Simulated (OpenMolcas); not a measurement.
# UB3LYP/ANO-R1 (sfX2C, RICD fitting) run of SnH2ClO2 (SMILES [OH][Sn]([OH])[Cl])

Aim: the energy along one coordinate of SnH2ClO2. 

Program for the calculation: OpenMolcas 26.06.

3 further runs of the same task are left out: 2 that didn't finish, 1 set aside as unsound or not needed.

### 1 The structure to begin with

SnH2ClO2 has 6 atoms, charge 0, and is taken as a doublet. SMILES: `[OH][Sn]([OH])[Cl]`. The coordinates come from a PBE0-D4/def2-TZVP relaxation. This is one conformer, not always the lowest.

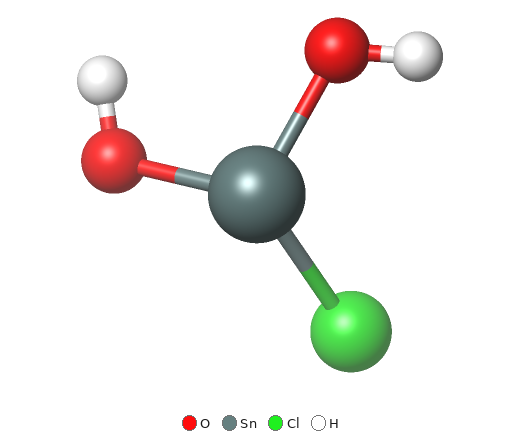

The structure, seen from a chosen angle (oxygen red, tin teal, chlorine green, hydrogen white).

### 2 The energy along one coordinate at UB3LYP/ANO-R1 (sfX2C, RICD fitting)

point1.xyz

```xyz
6
R = 2.114
O     -0.617762     1.244278    -0.203085
Sn     0.201438    -0.474422    -0.704485
O      1.086138    -1.004122     0.962915
Cl    -1.328200    -1.877100    -1.106600
H     -1.353062     1.510178    -0.763285
H      1.201738    -0.244022     1.544415
```

run.input

```
&gateway
coord=point1.xyz
basis=ANO-R1
group=NoSym
ricd
&seward
&scf
uhf
spin=2
ksdft=B3LYP
iterations=100
prorbitals=0
>>> ForEach K in (1, 2, 3, 4, 5, 6, 7, 8, 9)
&gateway
coord=$CurrDir/point$K.xyz
basis=ANO-R1
group=NoSym
ricd
&seward
&scf
uhf
spin=2
ksdft=B3LYP
iterations=100
prorbitals=0
fileorb=$Project.UhfOrb
>>> EndDo
```

Started as:

```sh
$ export MOLCAS_MEM=1860
$ pymolcas run.input > run.log
```

Standard output:

```text
--- Start Module: gateway ---
[...]
--- Stop Module: gateway /rc=_RC_ALL_IS_WELL_ ---
[...]
--- Start Module: seward ---
[...]
      Basis functions           99
--- Stop Module: seward /rc=_RC_ALL_IS_WELL_ ---
[...]
--- Start Module: scf ---
[...]
       Convergence after  16 Iterations
[...]
::    Total KS-DFT energy                           -6790.1283217807
[...]
       Convergence after  33 Iterations
[...]
::    Total KS-DFT energy                           -6790.0899636086
[...]
      Total spin, S                                     0.5012255087
[...]
      Total electronic charge=   85.000000
      Total            charge=   -0.000000
[...]
      Dipole Moment (debye):
      Origin of the operator (angstrom)=    2.8300    2.0461    0.1812
                   X= -8.8028E-01               Y=  6.7383E-01               Z= -1.5349E+00           Total=  1.8934E+00
      Quadrupole Moment (debye*angstrom):
[...]
--- Stop Module: scf /rc=_RC_ALL_IS_WELL_ ---
[...]
```

Run time: 7.7 min. Hardware: 1 thread of Intel Xeon Platinum 8259CL at 2.50GHz (Skylake/Cascade Lake), shared host; peak memory 0.27 GiB.

The scan, from its lowest point:

| Cl4–Sn2 (Å) | energy (kJ/mol) |
| --- | --- |
| 2.114 | 60.6 |
| 2.349 | 0.0 |
| 2.584 | 12.3 |
| 2.937 | 63.8 |
| 3.407 | 115.4 |
| 3.994 | 144.4 |
| 4.699 | 156.7 |
| 5.639 | 160.7 |
| 7.048 | 161.3 |

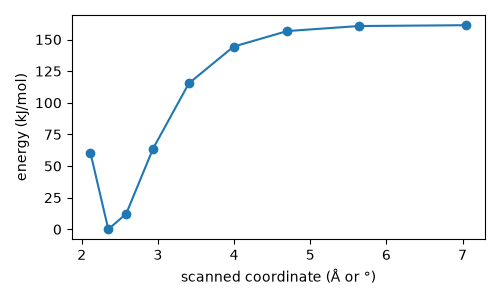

Energy along the scan.

### 3 Outcome

At UB3LYP/ANO-R1 (sfX2C, RICD fitting):

| quantity | value |
| --- | --- |
| lowest energy of the scan | -6790.15140 Eh |
